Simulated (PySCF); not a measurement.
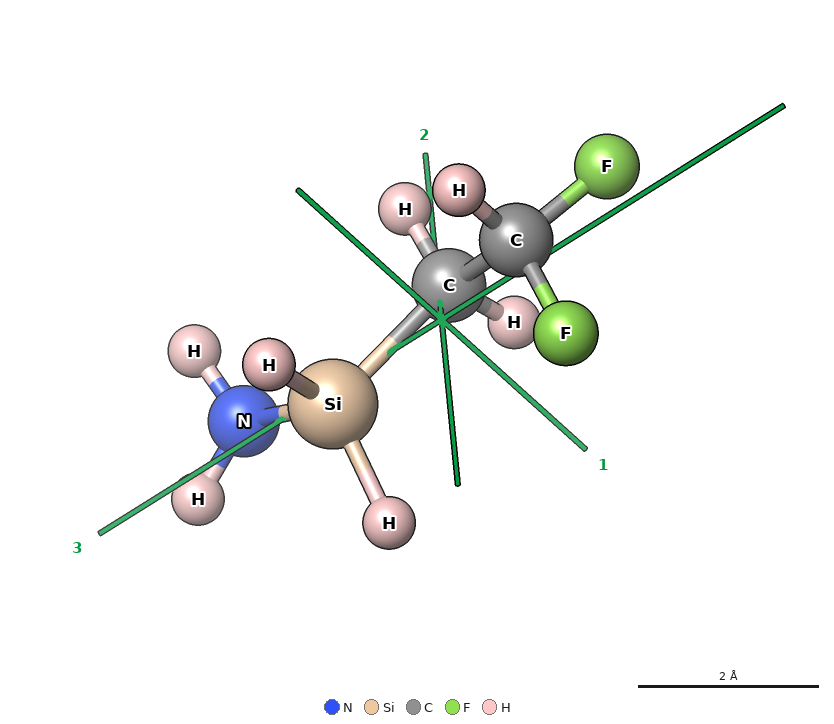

The three principal axes of inertia are drawn and numbered. Distant atoms are faded towards the background colour. The geometry was computed by an optimisation with PBE0-D3(BJ)/def2-SVP. No frequency run is at hand to confirm it as a minimum. Masses are those of the most abundant isotopes; constants are for the rigid equilibrium geometry.

**Which line is the a axis (least moment of inertia), which b and which c?**

a is line 3, b is line 2, c is line 1; the moments are 72.5, 391, 443 u Å².

**What kind of rotor is it, and what are its rotational constants in GHz?**

An asymmetric top (C1): A = 6.97, B = 1.29, C = 1.14 GHz. Ray's parameter κ is −0.95, close to the prolate limit.
